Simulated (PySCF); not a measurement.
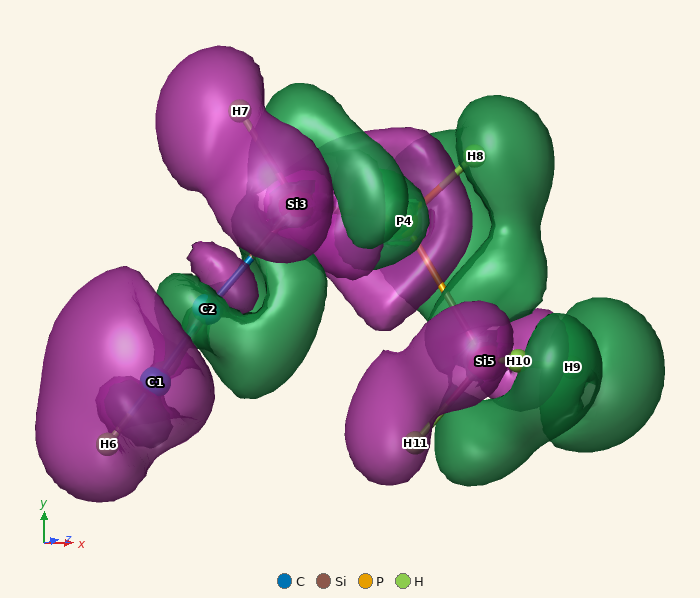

C₂H₆PSi₂, doublet, SMILES `C#C[SiH]P[SiH3]`. Change of the electron density in a uniform field of 0.51 V/Å, surfaces at ±0.003 e/Å³ (green: gain, purple: loss).

Method: PBE0/aug-cc-pVDZ; geometry: GFN2-xTB; program: PySCF. No frequency check shows the geometry to be a minimum. The stability of the open-shell solution wasn't checked. GFN2-xTB bond lengths at metals and heavier atoms can be off by up to 0.1 Å and shapes distorted, which carries into these values. GFN2-xTB doesn't know the spin state, so this open-shell geometry is rough.

> Along which Cartesian direction does the field point?

Along −x: electrons gather on the +x side, against the field.

> How large is the response?

The induced dipole is 3.46 D (along the field); α along this axis, from the fields in both directions, is 137 bohr³ (20.2 Å³).

> Which atoms gain and lose the most charge?

Electrons gather most on H9 (Hirshfeld charge changes by −0.033 e) and leave C1 most (+0.043 e); 0.239 electrons are displaced in all.

Run time: 3 min on 1 thread of Arm Neoverse V2, with other jobs on the host, peak memory 0.9 GiB.
